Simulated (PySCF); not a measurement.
**Two runs on NH$_{3}$**

System: NH$_{3}$, SMILES N.
Method of the first run: TDDFT B3LYP/def2-SVPD, vertical, gas phase, core orbitals frozen in the response (PySCF 2.14.0).

The geometry comes from this level: PBE0-D3(BJ)/def2-SVP. Text and figures count atoms from 1; the logs count them from 0 in places.

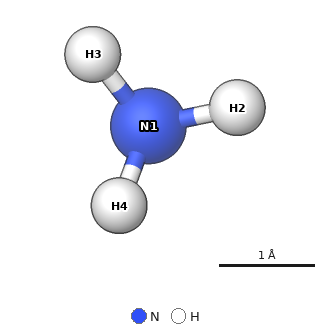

**Figure 1.** The input geometry (ball-and-stick view, seen on its broad side; atoms are numbered from 1 in the order of the input).

**The input, the first run**
```
{"job": {"kind": "uv", "xc": "B3LYP", "basis": "def2-SVPD", "ip": true}, "charge": 0, "multiplicity": 1}
N     -0.070959     0.016208     0.279620
H     -0.784367    -0.395861    -0.321617
H      0.198734     0.885366    -0.180752
H      0.739872    -0.596143     0.192299
```

The first line tells a small driver script what to run in PySCF; the rest is the geometry in Å.

Command:
```bash
OMP_NUM_THREADS=1 python <driver script> task.json out
```

Hardware: 1 CPU thread, shared host.

**Output (the first run)**
```
coarse grid: 2928 points
cycle   1  E = -56.4887233847  dE = -9.449e-02  |g| = 3.722e-01  |ddm| = 1.857e+00
cycle   2  E = -56.4487000973  dE =  4.002e-02  |g| = 5.643e-01  |ddm| = 1.252e+00
cycle   3  E = -56.5210161565  dE = -7.232e-02  |g| = 1.644e-02  |ddm| = 6.528e-01
cycle   4  E = -56.5210772291  dE = -6.107e-05  |g| = 2.654e-03  |ddm| = 1.518e-02
cycle   5  E = -56.5210786709  dE = -1.442e-06  |g| = 3.488e-04  |ddm| = 3.851e-03
final grid: 27112 points
cycle   6  E = -56.5243647305  dE = -6.106e-06  |g| = 3.581e-03  |ddm| = 1.173e-02
cycle   7  E = -56.5243613384  dE =  3.392e-06  |g| = 5.357e-03  |ddm| = 9.372e-03
cycle   8  E = -56.5243675217  dE = -6.183e-06  |g| = 7.040e-05  |ddm| = 5.879e-03
cycle   9  E = -56.5243675229  dE = -1.162e-09  |g| = 1.910e-05  |ddm| = 1.171e-04
cycle  10  E = -56.5243675230  dE = -9.058e-11  |g| = 1.219e-06  |ddm| = 2.546e-05
converged SCF energy = -56.5243675230

Static polarisability (au): isotropic 13.638, principal 13.469 13.470 13.976

Singlet excitations
state   eV       nm        f      main configurations
  1   6.8410    181.2   0.08103   H->L 1.00
  2   8.9668    138.3   0.02038   H->L+1 0.99
  3   8.9671    138.3   0.02037   H->L+2 0.99
  4  10.6890    116.0   0.00039   H->L+3 0.98
  5  10.6892    116.0   0.00039   H->L+4 0.98
  6  11.4391    108.4   0.02201   H->L+5 0.92
  7  11.9091    104.1   0.10074   H-1->L 0.96
  8  11.9100    104.1   0.10065   H-2->L 0.96
  9  12.4253     99.8   0.15475   H->L+6 0.71, H->L+7 0.23
 10  12.4255     99.8   0.15466   H->L+7 0.71, H->L+6 0.23

Triplet excitations (Tamm-Dancoff, eV): 6.4015 8.4836 8.4840 10.2690
Vertical ionisation energy (delta-SCF) = 11.0858 eV
```

The second run used a changed input.

**The two runs side by side**

| quantity | the first run | the second run |
| --- | --- | --- |
| outcome | converged | converged |
| total energy (hartree) | −56.524368 | −56.493235 |
| HOMO (eV) | −7.54 | −9.32 |
| LUMO (eV) | 0.56 | 1.64 |
| dipole moment (D) | 1.62 | 1.67 |
| lowest excitation (eV) | 6.84 | 7.03 |
| SCF iterations | 10 | 10 |
| strongest computed line (eV) | 12.43 | 12.61 |
| basis functions | 44 | 44 |
| wall time (shared host) | 1.2 s | 1.3 s |

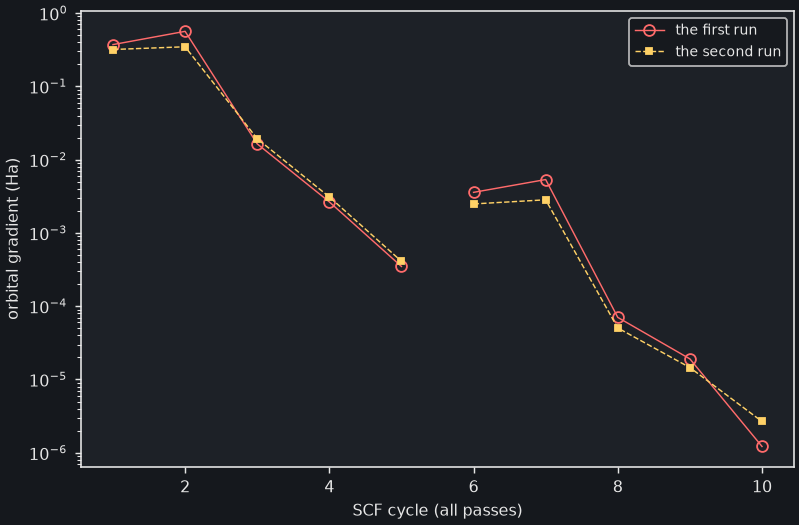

**Figure 2.** Convergence of the two runs: orbital gradient against the SCF cycle. A break in a curve parts two SCF passes (coarse and final grid). The first run takes 10 cycles in all, and the second run takes 10.

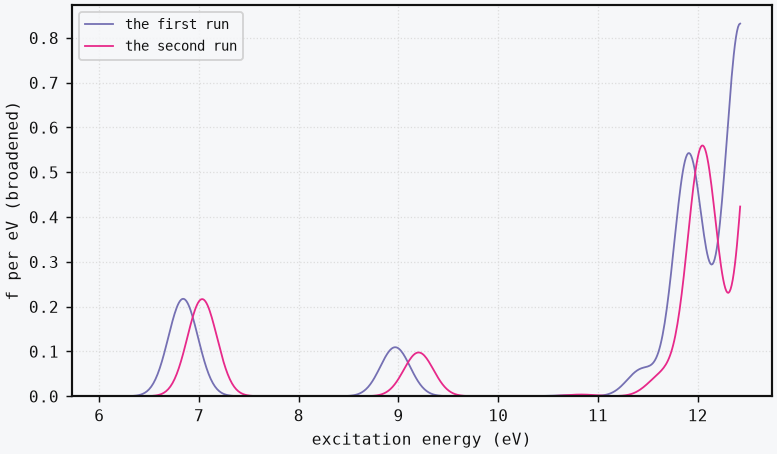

**Figure 3.** Absorption of the two runs from their computed states, each broadened by a Gaussian of 0.35 eV full width; the range ends where the shorter list of states ends.

Which change of the input explains these differences?

The change (lines with − go, lines with + come):
```diff
-"xc": "B3LYP"
+"xc": "CAM-B3LYP"
```

The total energies belong to different methods, so their difference says nothing on which is more stable or more accurate. The HOMO goes from −7.54 to −9.32 eV. The LUMO goes from 0.56 to 1.64 eV. The dipole moment goes from 1.62 to 1.67 D. The lowest excitation goes from 6.84 to 7.03 eV. The strongest computed line goes from 12.43 to 12.61 eV. The functional changes from B3LYP to CAM-B3LYP. The number of SCF iterations is the same.

**Output (the second run)**
```
coarse grid: 2928 points
cycle   1  E = -56.4648944613  dE = -1.247e-01  |g| = 3.189e-01  |ddm| = 1.843e+00
cycle   2  E = -56.4636357120  dE =  1.259e-03  |g| = 3.475e-01  |ddm| = 1.000e+00
cycle   3  E = -56.4892349577  dE = -2.560e-02  |g| = 1.934e-02  |ddm| = 3.928e-01
cycle   4  E = -56.4893125194  dE = -7.756e-05  |g| = 3.101e-03  |ddm| = 2.467e-02
cycle   5  E = -56.4893156618  dE = -3.142e-06  |g| = 4.108e-04  |ddm| = 1.211e-02
final grid: 27112 points
cycle   6  E = -56.4932337201  dE = -5.182e-06  |g| = 2.489e-03  |ddm| = 7.522e-03
cycle   7  E = -56.4932334080  dE =  3.120e-07  |g| = 2.834e-03  |ddm| = 5.213e-03
cycle   8  E = -56.4932350737  dE = -1.666e-06  |g| = 5.049e-05  |ddm| = 2.985e-03
cycle   9  E = -56.4932350754  dE = -1.676e-09  |g| = 1.455e-05  |ddm| = 1.123e-04
cycle  10  E = -56.4932350755  dE = -1.035e-10  |g| = 2.673e-06  |ddm| = 3.511e-05
converged SCF energy = -56.4932350755

Static polarisability (au): isotropic 13.435, principal 13.315 13.316 13.676

Singlet excitations
state   eV       nm        f      main configurations
  1   7.0317    176.3   0.08079   H->L 0.99
  2   9.2016    134.7   0.01820   H->L+1 0.98
  3   9.2020    134.7   0.01819   H->L+2 0.98
  4  10.8299    114.5   0.00070   H->L+3 0.98
  5  10.8302    114.5   0.00070   H->L+4 0.98
  6  11.6467    106.5   0.01702   H->L+5 0.93
  7  12.0473    102.9   0.10400   H-1->L 0.95
  8  12.0483    102.9   0.10391   H-2->L 0.95
  9  12.6095     98.3   0.16102   H->L+6 0.86
 10  12.6096     98.3   0.16088   H->L+7 0.86

Triplet excitations (Tamm-Dancoff, eV): 6.5780 8.7105 8.7109 10.4285
Vertical ionisation energy (delta-SCF) = 11.0766 eV
```
